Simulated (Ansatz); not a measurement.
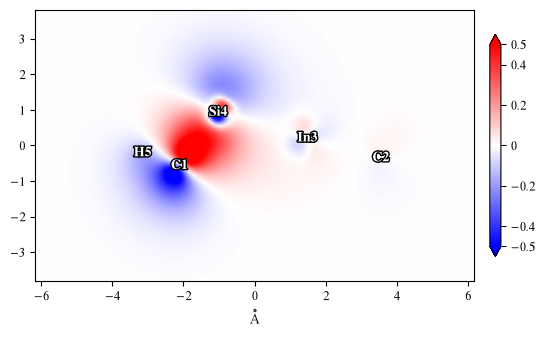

C2H8InSi (SMILES C[SiH2][In+][CH3]) (charge +1). The HOMO−1 on the plane of atoms Si4, C1 and H5 (values in Å⁻³ᐟ²; the overall sign is arbitrary).

Geometry: PBE0-D3(BJ)/def2-SVP; core potentials replace the inner electrons of In.

These are results of Ansatz 0.2.0, isolated molecule in a Gaussian basis; Kohn-Sham density functional theory, functional PBE0, not measurements.

Input file:

```
basis:
  gaussian: {orbitals: def2-TZVPD}
crystal:
  periodic: [false, false, false]
  atoms:
    - symbol: C
      position_ang: [-0.496417, 2.261944, -4.234582]
    - symbol: C
      position_ang: [-2.932499, -1.771207, -1.081408]
    - symbol: In
      position_ang: [-1.720177, -0.140760, -1.705526]
    - symbol: Si
      position_ang: [-0.218960, 1.860026, -2.433831]
    - symbol: H
      position_ang: [0.159244, 3.110464, -4.491602]
    - symbol: H
      position_ang: [-0.230634, 1.421151, -4.891412]
    - symbol: H
      position_ang: [-1.533828, 2.566363, -4.434851]
    - symbol: H
      position_ang: [-0.645313, 2.919777, -1.477712]
    - symbol: H
      position_ang: [1.141546, 1.351467, -2.103057]
    - symbol: H
      position_ang: [-3.049629, -2.476659, -1.917652]
    - symbol: H
      position_ang: [-2.447704, -2.277511, -0.233208]
    - symbol: H
      position_ang: [-3.918454, -1.391907, -0.773627]
total_charge: 1
hamiltonian: {xc: pbe0}
output: {forces: true, orbitals: {seedname: orbitals}}
```

Command:

```sh
ansatz run input.yaml --threads 2 --pin off --max-ram 4350MiB --events-out events.jsonl --progress --plain --runs-dir runs
```

What is the character of this orbital?

Its weight (Hirshfeld) is mainly on C1 (about 40 %), Si4 (about 30 %), H8 (about 5 %) and H9 (about 5 %). Its energy is −13.79 eV.
